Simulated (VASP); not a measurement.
Band structure of Hf (hcp). Method: TPSS meta-GGA, VASP's PBE PAW potentials (set 64) (plane waves; VASP).

Unless said otherwise, spin-orbit coupling is left out, though it shifts the bands of the heavy elements here.

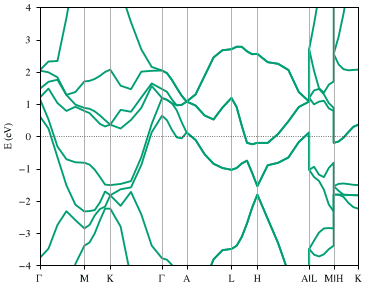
Fig. 1. Bands along high-symmetry lines, zero at the valence-band maximum or, without a gap, the Fermi level

Question: Read the plot: is there a gap, and where are the band edges?

Answer: It has no gap at this level: it comes out as a metal or semimetal.

The compound is Hf in the hcp structure. It was relaxed first.
